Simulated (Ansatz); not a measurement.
Potential energy curve for LiF, singlet.

- RKS-BLYP = restricted BLYP/def2-SVP in Ansatz (a quantum-chemistry and plane-wave program)
- RKS-PBE = restricted PBE/def2-SVP run with Ansatz
- UKS-PBE = Ansatz with unrestricted PBE/def2-SVP
- UKS-BLYP = unrestricted BLYP/def2-SVP (Ansatz)
- FCI = full CI/def2-SVP, frozen core in Ansatz

Cost and accuracy over the 22 points of the scan, with FCI as yardstick. Costs are rough ratios of core time within Ansatz on shared cores, each with its mean field (Kohn-Sham runs search longer for lower solutions than correlated ones do); the miss is the largest error against full CI of the curve after the mean shift, in eV.

### Question
Which of them comes closest to FCI within 2 times the cost of the cheapest?

### Answer
RKS-BLYP, 0.338 eV off at most.

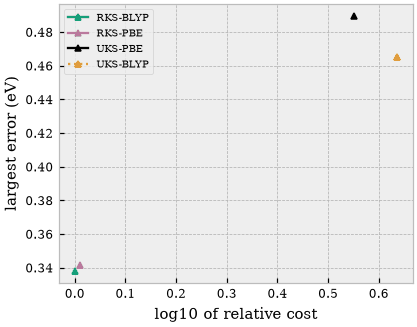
Figure. Miss against cost, one point a level.

```
level     relative cost  largest error
--------  -------------  -------------
RKS-BLYP              1          0.338
RKS-PBE               1          0.342
UKS-PBE               4          0.489
UKS-BLYP              4          0.466
```

Costs within a factor of two of each other count as equal.

The restricted form behind RKS-BLYP, RKS-PBE keeps the bonding electrons paired and can't separate into open-shell fragments. The unrestricted determinant behind UKS-PBE, UKS-BLYP is spin-contaminated at 3.15 to 6.19 Å (<S²> up to 0.6, against 0.00 for a pure singlet).
